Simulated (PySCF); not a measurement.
**One shape, several levels: C4H8F− (SMILES CC(C)[CH-]F)**

Wanted: a comparison of 5 runs (HF/3-21G, HF/def2-SVP, B3LYP/6-31G*, PBE0/def2-SVP) of C4H8F−. The job is set up through a Python script.

The calculation is run with PySCF 2.14.0.

## Step 1: The structure to begin with

C4H8F− has 13 atoms, charge -1, and is taken as a singlet. As SMILES, `CC(C)[CH-]F`. The coordinates come from a GFN2-xTB relaxation. This is one conformer, not always the lowest.

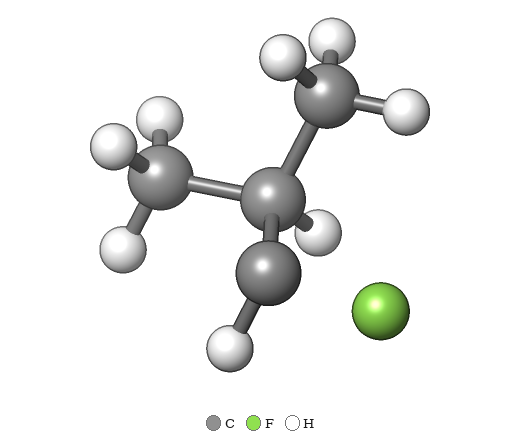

Viewed from a chosen angle; carbon grey, fluorine green, hydrogen white.

## Step 2: Energy and gradient at HF/3-21G (run 1)

calc.py reads:

```python
# CC(C)[CH-]F
import pyscf.grad
from pyscf import gto, scf

system = gto.M(
    atom='''
C     -0.446120    -1.104430     0.760890
C     -0.012870     0.252770     0.208400
C      1.222930     0.074580    -0.678410
C     -1.163370     0.850770    -0.624130
F     -0.766730     2.294390    -0.807860
H      0.375190    -1.607690     1.282230
H     -1.275920    -0.988790     1.458610
H     -0.781500    -1.741660    -0.057120
H      0.299670     0.886420     1.072110
H      2.068680    -0.345050    -0.120910
H      0.986520    -0.587810    -1.510580
H      1.518260     1.039000    -1.086240
H     -2.024730     0.977490     0.103020
''',
    spin=0,
    basis='3-21g',
    verbose=4,
    max_memory=1860,
    charge=-1,
)

myscf = scf.RHF(system)
myscf.conv_tol = 1e-10
myscf.kernel()
if not myscf.converged:
    myscf = myscf.newton().run(myscf.mo_coeff, myscf.mo_occ)

energy = myscf.e_tot
print('E(%s) = %.9f' % ('HF', energy))
grad = myscf.Gradients().kernel()
dip = myscf.dip_moment()
pop, q = myscf.mulliken_pop()
```

Launch:

```console
$ OMP_NUM_THREADS=1 python calc.py
```

Log:

```text
PySCF version 2.14.0

[... 69 lines left out ...]
converged SCF energy = -254.05387097178
[... 13 lines left out ...]
WARN: System has nonzero charge -1; the dipole moment is origin-dependent.
[... 2 lines left out ...]
Dipole moment(X, Y, Z, Debye):  3.85156, -4.95751,  3.44059
[... 36 lines left out ...]
pop of  3 C 3pz           0.73523
pop of  4 F 1s            1.98476
pop of  4 F 2s            0.43578
pop of  4 F 3s            1.55475
pop of  4 F 2px           0.86680
pop of  4 F 2py           0.69255
pop of  4 F 2pz           0.89685
pop of  4 F 3px           1.06346
pop of  4 F 3py           0.95362
pop of  4 F 3pz           1.07475
pop of  5 H 1s            0.47441
pop of  5 H 2s            0.39590
pop of  6 H 1s            0.47404
pop of  6 H 2s            0.36741
pop of  7 H 1s            0.47009
pop of  7 H 2s            0.35342
pop of  8 H 1s            0.46759
pop of  8 H 2s            0.41722
pop of  9 H 1s            0.47644
pop of  9 H 2s            0.41646
pop of  10 H 1s           0.47156
pop of  10 H 2s           0.36315
pop of  11 H 1s           0.47211
pop of  11 H 2s           0.34192
pop of  12 H 1s           0.48262
pop of  12 H 2s           0.53175
 ** Mulliken atomic charges  **
charge of    0C =     -0.54055
charge of    1C =     -0.33272
charge of    2C =     -0.52363
charge of    3C =     -0.10368
charge of    4F =     -0.52332
charge of    5H =      0.12969
charge of    6H =      0.15856
charge of    7H =      0.17649
charge of    8H =      0.11519
charge of    9H =      0.10709
charge of   10H =      0.16529
charge of   11H =      0.18597
charge of   12H =     -0.01438
```

Wall time 4.2 s (1 thread of Intel Xeon at 2.70GHz, shared host); peak memory 0.13 GiB.

## Step 3: Energy and forces at HF/def2-SVP (run 2)

start.xyz reads:

```xyz
13
C4H8F
C     -0.446120    -1.104430     0.760890
C     -0.012870     0.252770     0.208400
C      1.222930     0.074580    -0.678410
C     -1.163370     0.850770    -0.624130
F     -0.766730     2.294390    -0.807860
H      0.375190    -1.607690     1.282230
H     -1.275920    -0.988790     1.458610
H     -0.781500    -1.741660    -0.057120
H      0.299670     0.886420     1.072110
H      2.068680    -0.345050    -0.120910
H      0.986520    -0.587810    -1.510580
H      1.518260     1.039000    -1.086240
H     -2.024730     0.977490     0.103020
```

run.py reads:

```python
from pyscf import gto

mol = gto.Mole()
mol.atom = 'start.xyz'
mol.max_memory = 1860
mol.spin = 0
mol.charge = -1
mol.basis = 'def2-svp'
mol.verbose = 4
mol.build()

mf = mol.RHF()
mf.conv_tol = 1e-10
mf.kernel()
if not mf.converged:
    mf = mf.newton().run(mf.mo_coeff, mf.mo_occ)

energy = mf.e_tot
print('E(%s) = %.9f' % ('HF', energy))
grad = mf.nuc_grad_method().kernel()
mf.analyze()
```

Launch:

```console
$ OMP_NUM_THREADS=1 python run.py
```

Log:

```text
PySCF version 2.14.0

[... 90 lines left out ...]
DFT Exchange-Correlation Energy =      -33.835985807952397
[... 11 lines left out ...]
MO #10  energy= -0.535456554861008 occ= 2
[... 9 lines left out ...]
MO #20  energy= -0.222551727878639 occ= 2
[... 9 lines left out ...]
MO #30  energy= 0.54060492664823   occ= 0
[... 9 lines left out ...]
MO #40  energy= 0.970592658098965  occ= 0
[... 9 lines left out ...]
MO #50  energy= 1.13242176113603   occ= 0
[... 9 lines left out ...]
MO #60  energy= 1.7113883258014    occ= 0
[... 9 lines left out ...]
MO #70  energy= 2.09945078173955   occ= 0
[... 9 lines left out ...]
MO #80  energy= 2.36533486229441   occ= 0
[... 9 lines left out ...]
MO #90  energy= 2.82010908002184   occ= 0
[... 9 lines left out ...]
MO #100 energy= 3.40642208291778   occ= 0
[... 9 lines left out ...]
MO #110 energy= 4.32725527915488   occ= 0
[... 91 lines left out ...]
pop of  8 H 2pz           0.00076
pop of  9 H 1s            0.96917
pop of  9 H 2s            0.00553
pop of  9 H 2px           0.00098
pop of  9 H 2py           0.00028
pop of  9 H 2pz           0.00044
pop of  10 H 1s           0.93215
pop of  10 H 2s           0.00931
pop of  10 H 2px          0.00024
pop of  10 H 2py          0.00047
pop of  10 H 2pz          0.00104
pop of  11 H 1s           0.91846
pop of  11 H 2s           0.00906
pop of  11 H 2px          0.00013
pop of  11 H 2py          0.00143
pop of  11 H 2pz          0.00028
pop of  12 H 1s           1.02231
pop of  12 H 2s           0.00344
pop of  12 H 2px          0.00129
pop of  12 H 2py          0.00026
pop of  12 H 2pz          0.00109
 ** Mulliken atomic charges  **
charge of    0C =     -0.22807
charge of    1C =      0.00076
charge of    2C =     -0.22773
charge of    3C =     -0.31276
charge of    4F =     -0.50746
charge of    5H =      0.03781
charge of    6H =      0.05470
charge of    7H =      0.06166
charge of    8H =     -0.00158
charge of    9H =      0.02360
charge of   10H =      0.05680
charge of   11H =      0.07064
charge of   12H =     -0.02839

WARN: System has nonzero charge -1; the dipole moment is origin-dependent.
Location of origin: [0. 0. 0.]

Dipole moment(X, Y, Z, Debye):  3.85024, -4.93935,  3.63584
```

Run time: 17 s. Hardware: 1 thread of Intel Xeon at 2.70GHz, shared host; peak memory 0.26 GiB.

Runs 3 to 4 aren't shown in full; the table further down has their settings and results.

## Step 4: Energy and forces at PBE0/def2-SVP (run 5)

input.py reads:

```python
from pyscf import gto, dft

mol = gto.M(
    atom=[
    ('C', (-0.446120, -1.104430, 0.760890)),
    ('C', (-0.012870, 0.252770, 0.208400)),
    ('C', (1.222930, 0.074580, -0.678410)),
    ('C', (-1.163370, 0.850770, -0.624130)),
    ('F', (-0.766730, 2.294390, -0.807860)),
    ('H', (0.375190, -1.607690, 1.282230)),
    ('H', (-1.275920, -0.988790, 1.458610)),
    ('H', (-0.781500, -1.741660, -0.057120)),
    ('H', (0.299670, 0.886420, 1.072110)),
    ('H', (2.068680, -0.345050, -0.120910)),
    ('H', (0.986520, -0.587810, -1.510580)),
    ('H', (1.518260, 1.039000, -1.086240)),
    ('H', (-2.024730, 0.977490, 0.103020)),
],
    charge=-1,
    max_memory=1860,
    verbose=4,
    basis='def2-svp',
)

mf = dft.RKS(mol, xc='pbe0')
mf.conv_tol = 1e-10
mf.grids.level = 5
mf.kernel()
if not mf.converged:
    mf = mf.newton().run(mf.mo_coeff, mf.mo_occ)

e_tot = mf.e_tot
print('E(%s) = %.9f' % ('PBE0', e_tot))
grad = mf.nuc_grad_method().kernel()
dip = mf.dip_moment()
pop, q = mf.mulliken_pop()
```

Launch:

```console
$ OMP_NUM_THREADS=1 python input.py
```

Log:

```text
PySCF version 2.14.0

[... 82 lines left out ...]
converged SCF energy = -256.522498550122
[... 14 lines left out ...]
WARN: System has nonzero charge -1; the dipole moment is origin-dependent.
[... 2 lines left out ...]
Dipole moment(X, Y, Z, Debye):  3.53737, -4.30702,  3.32602
[... 85 lines left out ...]
pop of  7 H 2pz           0.01105
pop of  8 H 1s            0.75574
pop of  8 H 2s            0.29352
pop of  8 H 2px           0.00403
pop of  8 H 2py           0.00700
pop of  8 H 2pz           0.00914
pop of  9 H 1s            0.75467
pop of  9 H 2s            0.27684
pop of  9 H 2px           0.00959
pop of  9 H 2py           0.00671
pop of  9 H 2pz           0.00718
pop of  10 H 1s           0.74353
pop of  10 H 2s           0.25971
pop of  10 H 2px          0.00532
pop of  10 H 2py          0.00831
pop of  10 H 2pz          0.01032
pop of  11 H 1s           0.74379
pop of  11 H 2s           0.23070
pop of  11 H 2px          0.00510
pop of  11 H 2py          0.01290
pop of  11 H 2pz          0.00620
pop of  12 H 1s           0.76213
pop of  12 H 2s           0.33114
pop of  12 H 2px          0.00972
pop of  12 H 2py          0.00336
pop of  12 H 2pz          0.00952
 ** Mulliken atomic charges  **
charge of    0C =     -0.02058
charge of    1C =     -0.16532
charge of    2C =      0.03076
charge of    3C =     -0.09381
charge of    4F =     -0.43882
charge of    5H =     -0.02941
charge of    6H =     -0.00713
charge of    7H =     -0.00952
charge of    8H =     -0.06941
charge of    9H =     -0.05500
charge of   10H =     -0.02718
charge of   11H =      0.00130
charge of   12H =     -0.11586
```

It took 77 s on 1 thread of Intel Xeon at 2.70GHz, shared host; peak memory 1.1 GiB.

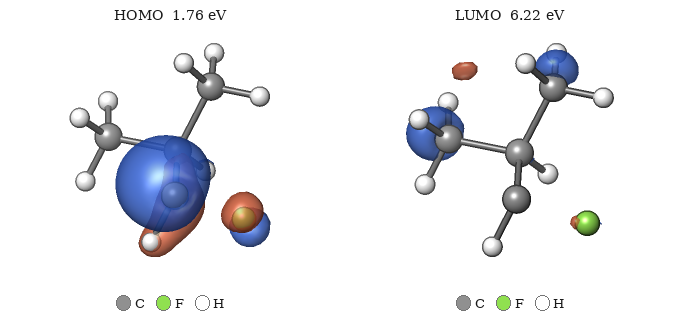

Frontier orbitals of this run, surfaces at ±0.2 Å^-3/2.

## Step 5: All runs side by side

```csv
run,level,integration grid,Cartesian functions,energy (Eh),HOMO energy (eV),LUMO energy (eV),HOMO–LUMO gap (eV),wall time
1,HF/3-21G,–,no,-254.053871,-0.87,11.78,12.65,4.2 s
2,HF/def2-SVP,–,no,-255.267757,-1.48,9.02,10.50,17 s
3,B3LYP/6-31G* (spherical functions),5,no,-256.988606,2.48,7.20,4.72,49 s
4,B3LYP/6-31G* (Cartesian functions),5,yes,-256.993094,2.46,7.19,4.72,47 s
5,PBE0/def2-SVP,5,no,-256.522499,1.76,6.22,4.46,77 s
```

## Step 6: Results

| quantity | value |
| --- | --- |
| run 5: total energy | -256.52250 Eh |
| run 5: HOMO energy | 1.76 eV |
| run 5: LUMO energy | 6.22 eV |
| run 5: HOMO–LUMO gap (to an unbound level, set by the basis) | 4.46 eV |
| run 5: largest force on an atom | 0.870 eV/Å |

**Reading.** The HOMO–LUMO gap runs from 4.46 eV (PBE0/def2-SVP) to 12.65 eV (HF/3-21G). The two ends differ in method and basis. The empty levels of an anion lie above zero and hang on the basis. Totals of different functionals can't be ranked against each other. In runs 3, 4, 5 the HOMO lies above zero, so the outermost electron may be held by the basis alone. All runs together took 3.2 min, the longest 77 s.
